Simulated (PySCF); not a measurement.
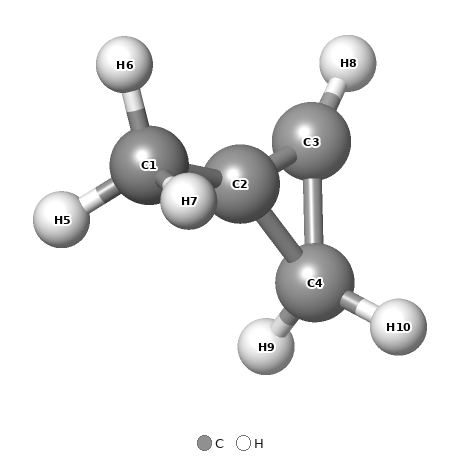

C₄H₆, SMILES CC1=CC1. Simulated ¹H spectrum at 400 MHz, line width 1.0 Hz, from GIAO shifts (PBE0/pcSseg-1, against TMS) and couplings (B3LYP/pcJ-1), PySCF, at a PBE0-D3(BJ)/def2-SVP geometry (no frequency check). Gas phase, values of one conformer, averaged over methyl-type rotors and exact or near symmetry; couplings among ¹H are treated exactly, other nuclei are left out. The spin-dipole term of J is left out for all pairs. The upper panels enlarge each group of lines, each scaled alone.

Give the shifts and couplings that make up the spectrum.

```tsv
δ (ppm)	nuclei	atoms
6.65	1	H8
2.20	3	H5, H6, H7
1.04	2	H9, H10
```


```
         pair  J (Hz)
H8–H9, H8–H10    −2.3
H8 – H5/H6/H7    −1.8
```

Not listed: couplings under 0.5 Hz, those between magnetically equivalent nuclei.

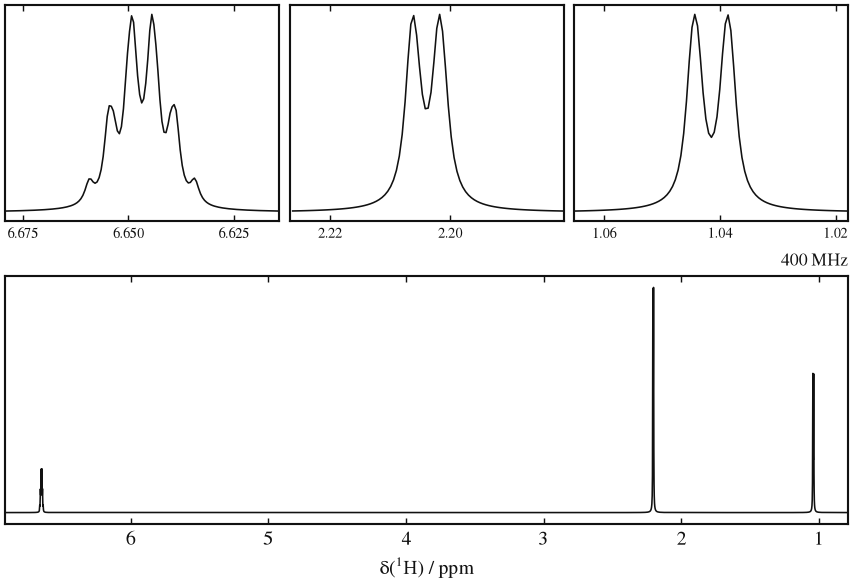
